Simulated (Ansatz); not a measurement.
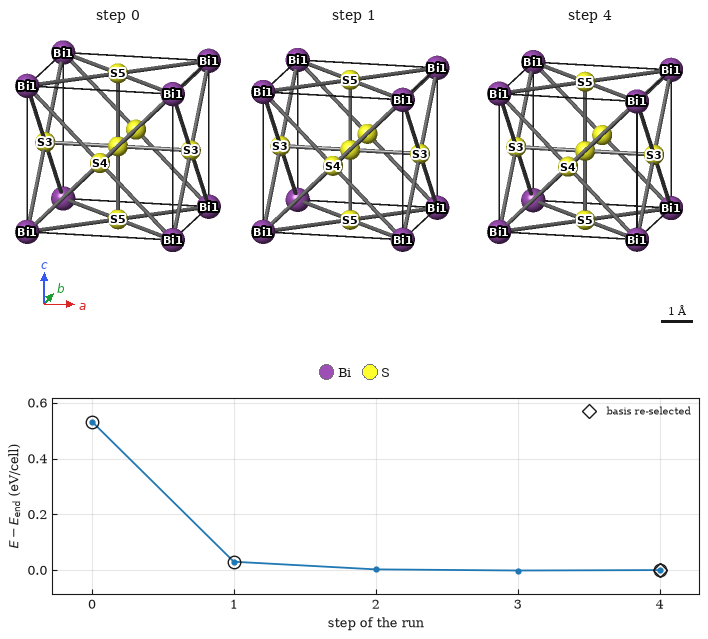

Frames of a relaxation of a crystal of BiS4 (a generated structure, set up in Pm-3m) (coarse preliminary run), marked on the history of the run. A ball-and-stick model of the cell of the calculation, seen slightly off an axis.

These are results of DFT PBE, scalar-relativistic, plane waves, PAW (Ansatz 0.2.0), not measurements.

The input:
```yaml
crystal:
  lattice:
    - [4.89300528, 0.0, 0.0]
    - [0.0, 4.89300528, 0.0]
    - [0.0, 0.0, 4.89300528]
  atoms:
    - { symbol: Bi, position: [0.0, 0.0, 0.0] }
    - { symbol: S, position: [0.5, 0.5, 0.5] }
    - { symbol: S, position: [0.0, 0.5, 0.5] }
    - { symbol: S, position: [0.5, 0.0, 0.5] }
    - { symbol: S, position: [0.5, 0.5, 0.0] }
basis:
  ecutwfc: 420
kpoints:
  mp_grid: { grid: [4, 4, 4] }
hamiltonian:
  xc: pbe
scf:
  occupations: { method: gaussian, width: 0.1 }
  lower_state_search: "off"
output:
  forces: true
  stress: true
  eigenvalues: true
relax:
  adjacent_minimum: "off"
  f_tol: 0.04
  max_steps: 70
  cell: { stress_tol: 0.4 }
```

Launched with:
```bash
ansatz run input.yaml --threads 1 --pin off --max-ram 2560MiB --backend cpu --events-out ev --progress --plain --runs-dir out
```

What happens along the run?

After 3 accepted moves (4 points after the start) the energy has fallen by 0.532 eV per cell of the calculation. All forces vanish by symmetry, so only the cell relaxes. Pressure: −8.23 GPa at the start and −0.02 GPa at the end. At 1 point the geometry stayed and the basis and grid were re-selected for the new cell (energy shift of 1.5 meV per cell of the calculation at most each time). The atoms keep their places relative to the cell (all moves are under 0.005 Å). Cell: a = b = c 4.893 → 4.632 Å (−5.3 %). Volume −15.1 %. Near-neighbour distances that change, for instance: Bi1–S3 3.460 → 3.276 Å, S2–S3 2.447 → 2.316 Å. The space group stays Pm-3m (No. 221). Cost: 11 s on 1 thread of Arm Neoverse V1, with other jobs on the host, peak memory 0.36 GiB. From step 0 to 1: volume −11.9 %, energy −0.502 eV per cell of the calculation. From step 1 to 4: volume −3.7 %, energy −30.0 meV per cell of the calculation.

```tsv
step	E − E(0), meV/atom	pressure, GPa	volume, Å³/atom	note
0	0.00	-8.23	23.429	
1	-100.49	-2.52	20.639	
2	-105.98	1.01	19.608	
3	-106.78	-0.02	19.880	
4	-106.48	-0.02	19.880	same geometry, new basis
```
